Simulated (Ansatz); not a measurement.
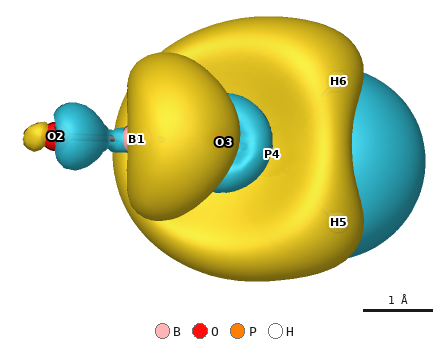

BH$_{2}$O$_{2}$P. The LUMO at ±0.08 Å⁻³ᐟ² (yellow and cyan are the two phases), seen at a tilt.

Geometry: PBE0-D3(BJ)/def2-SVP.

These are results of Ansatz, isolated molecule in a Gaussian basis; Kohn-Sham density functional theory, functional PBE0, not measurements.

Input

```
crystal:
  periodic: [false, false, false]
  atoms:
    - {symbol: B, position_ang: [-2.244147, 2.961708, 1.343624]}
    - {symbol: O, position_ang: [-3.216889, 2.857748, 0.629467]}
    - {symbol: O, position_ang: [-1.203500, 3.102899, 2.136730]}
    - {symbol: P, position_ang: [0.227778, 2.186147, 2.145858]}
    - {symbol: H, position_ang: [0.276319, 1.992270, 3.560744]}
    - {symbol: H, position_ang: [1.122025, 3.298592, 2.214164]}
basis:
  gaussian:
    orbitals: def2-TZVPD
hamiltonian:
  xc: {name: PBE0}
output: {forces: true, orbitals: {seedname: orbitals}}
```

Command:

```sh
ansatz run input.yaml --threads 2 --pin off --max-ram 4350MiB --events-out events.jsonl --progress --plain --runs-dir runs
```

Describe this orbital and give its energy.

Its weight (Hirshfeld) is mainly on P4 (about 55 %), B1 (about 15 %), O3 (about 10 %), H5 (about 5 %) and H6 (about 5 %). Its energy is −1.62 eV.
